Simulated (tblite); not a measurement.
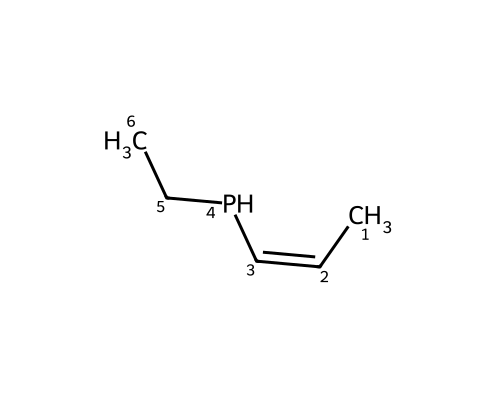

Skeletal drawing with numbered atoms; wedges and dashes mark any stereocentres. The configuration is that of a computed structure (GFN2-xTB).

> Assign CIP descriptors.

C2=C3: Z.

> Write the isomeric SMILES.

C/C=C\PCC
